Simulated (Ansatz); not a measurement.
A computed series for TiB2: response to strain

Base system: TiB2 (space group P6/mmm, No. 191; a = 2.9939 Å, c = 3.1595 Å). Axes: x lies along a and z along c of the hexagonal cell.

Strains are applied to the cell and any free atomic positions relax; under biaxial strain the out-of-plane vector relaxes too.

Calculations: LDA (Ansatz, an electronic-structure program; PAW; 420 eV plane waves; scalar-relativistic without spin-orbit coupling).

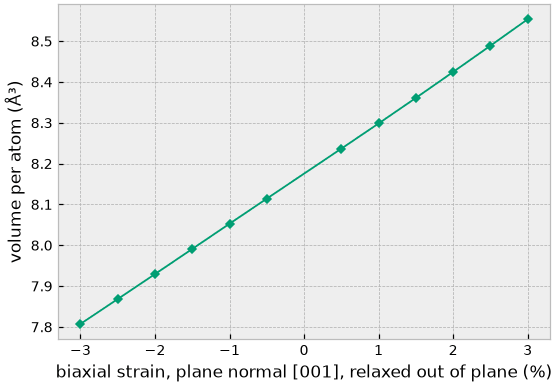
Fig. 1. Volume per atom against biaxial strain, plane normal [001], relaxed out of plane

Problem. From the plot, what is the volume per atom for biaxial strain +2.50 %, plane normal [001], relaxed out of plane?

Solution. About 8.49 Å³.

Problem. Is the trend monotonic over the range shown?

Solution. Yes, it rises throughout, spanning 7.81 Å³ to 8.55 Å³.

Without a gap, meshes like the base's 13×13×10 leave anisotropic stresses uncertain by several tenths of a GPa, and small strain energies with them. No phonon test of stability was made. All final runs are without spin polarisation.
